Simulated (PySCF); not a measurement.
**PH3···C3H4NO (charge +1): density, localisation and related maps**

Input file:

```
{"job": {"kind": "inter", "xc": "PBE0", "basis": "def2-SVPD", "disp": "d3bj", "pairs": false}, "charge": 1, "multiplicity": 1, "parts": [{"atoms": "0-4", "charge": 1, "multiplicity": 1}, {"atoms": "5-12", "charge": 0, "multiplicity": 1}]}
P      0.031441    -0.059626     0.068758
H     -0.670105     0.368069    -1.041825
H      1.155492     1.338883     1.256563
H      0.650071    -1.108379    -0.582572
H     -1.001171    -0.829256     0.567452
C      2.236312     1.714149     3.087429
C      2.862074     2.847088     3.505995
O      2.711020     3.783000     2.556198
C      2.022899     3.259814     1.587802
N      1.710630     2.008229     1.860944
H      2.131073     0.756229     3.554444
H      3.410942     3.092631     4.395149
H      1.772252     3.822485     0.705265
```

Launched as:

```sh
OMP_NUM_THREADS=1 python cluster_run.py task.json out
```

Geometry: GFN2-xTB.

Level of theory: PySCF, PBE0-D3(BJ)/def2-SVPD, SCF density, gas phase.

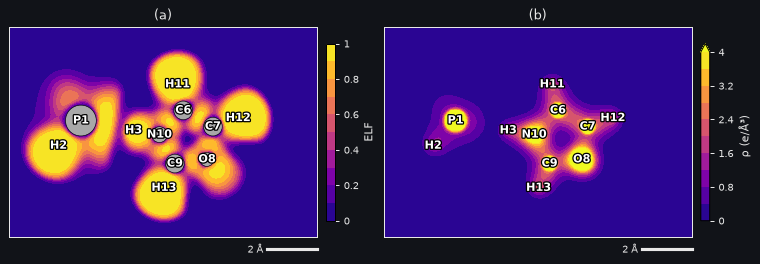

Figure 1. (a) electron localisation function; (b) electron density on the plane of atoms H3, N10 and C9. Grey discs cover the atomic cores in the ELF map.

Question: What do the fields say about this system?

Answer:
- The plane passes through P, H, C, O and N nuclei.
- P1···H3 (2.15 Å): the density falls to about 0.25 e/Å³ on the way; the ELF dips to about 0.35 between them.
- C–O (1.30 Å): the density is about 2.7 e/Å³ at the midpoint; the ELF peaks at about 0.90 between the atoms; a short, strongly polar bond.
- C–N (1.32 Å): the density is about 2.6 e/Å³ at the midpoint; the ELF peaks at about 0.95 between the atoms; localised, covalent bonding.
- C–C (1.36 Å): the density is about 2.2 e/Å³ at the midpoint; the ELF peaks at about 0.95 between the atoms; a covalent bond.
- N–H (1.06 Å): the density is about 2.8 e/Å³ at the midpoint; the ELF climbs to about 1 towards the hydrogen, as it does in any bond to H; an ordinary covalent bond to hydrogen.
- The ELF also peaks beside O8, away from the bonds: lone-pair regions.

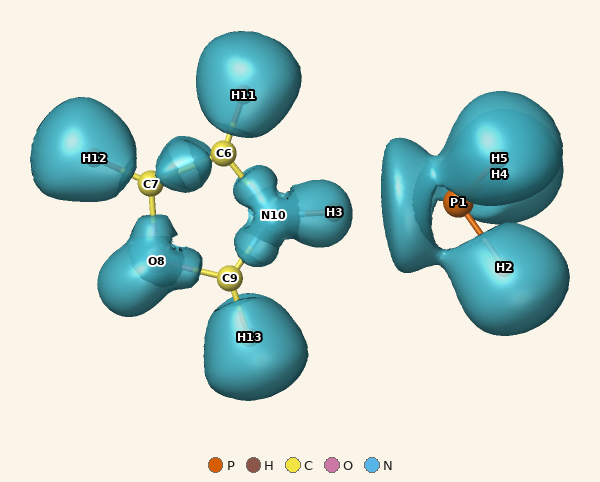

Figure 2. Isosurface of the ELF at 0.75 (cyan), seen across its widest extent. Only the valence region is drawn (cores and ρ < 0.01 e/Å³ removed).

Question: Identify the bonds, lone pairs and shells in this picture.

Answer: At this value the surface marks out one region between bonded C–C atoms (shared pairs), three regions around hydrogen nuclei, one region on O in which the atom's valence shell and bonds are merged, one joined region spread over several atoms (H, N), in which their bonds and any lone pairs are merged and one joined region spread over several atoms (H, P), in which their bonds and any lone pairs are merged.

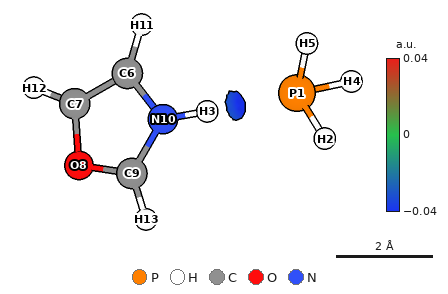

Figure 3. Non-covalent interaction (NCI) plot: the surface where the reduced density gradient is 0.4, for densities under 0.05 a.u., coloured by sign(λ₂)ρ; seen at a tilt.

Question: What holds or crowds the atoms apart from the covalent bonds?

Answer: H3···P1 (2.2 Å): an attractive contact (blue).
